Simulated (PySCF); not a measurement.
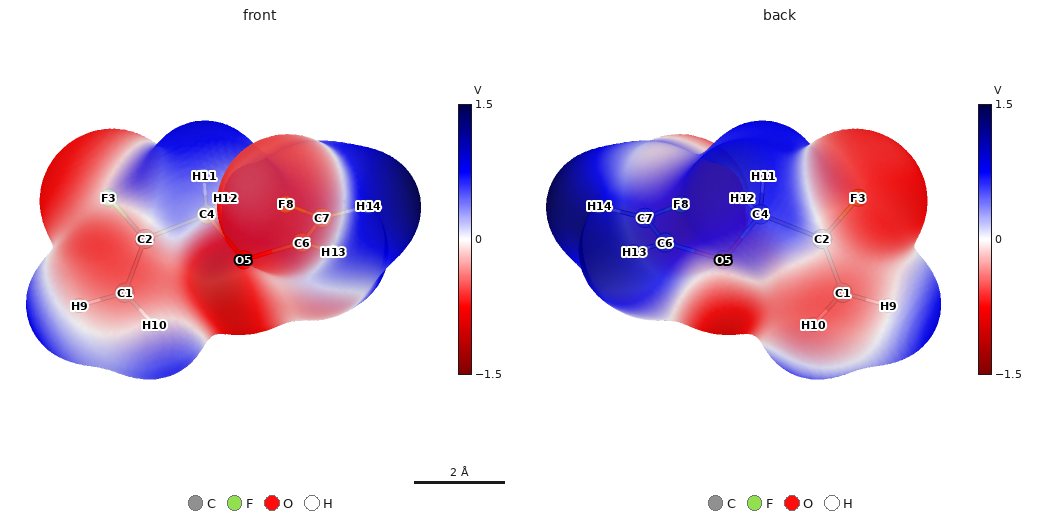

The picture shows: C$_{5}$H$_{6}$F$_{2}$O (SMILES C=C(F)CO/C=C\F). The molecular electrostatic potential painted on the density surface at 0.002 e/bohr³, seen from the front and from behind; red is negative and blue positive.

Geometry: GFN2-xTB.

Level of theory: PBE0/pcSseg-1, SCF density, gas phase, non-relativistic in PySCF 2.14.0.

Input

```
{"job": {"kind": "nmr", "xc": "PBE0", "basis": "pcSseg-1", "pop": false}, "charge": 0, "multiplicity": 1}
C     -2.447254     0.082987     0.599183
C     -1.692179     0.734407    -0.259432
F     -2.187461     1.774849    -0.972169
C     -0.253905     0.482922    -0.597041
O      0.200227    -0.653916     0.110037
C      1.499369    -1.001203    -0.154895
C      2.548118    -0.538523     0.507497
F      2.446908     0.377649     1.478488
H     -3.473758     0.355620     0.761377
H     -2.033570    -0.736651     1.153337
H      0.338065     1.373238    -0.330904
H     -0.162336     0.329685    -1.685204
H      1.651271    -1.731097    -0.943972
H      3.566506    -0.849968     0.333699
```

Command:

```sh
OMP_NUM_THREADS=1 python ens_run.py task.json out
```

Describe the electrostatic potential map.

The most negative region (about −1.0 V) lies over O5, the most positive (about +1.5 V) over H14. O5 is the likeliest acceptor of a hydrogen bond.
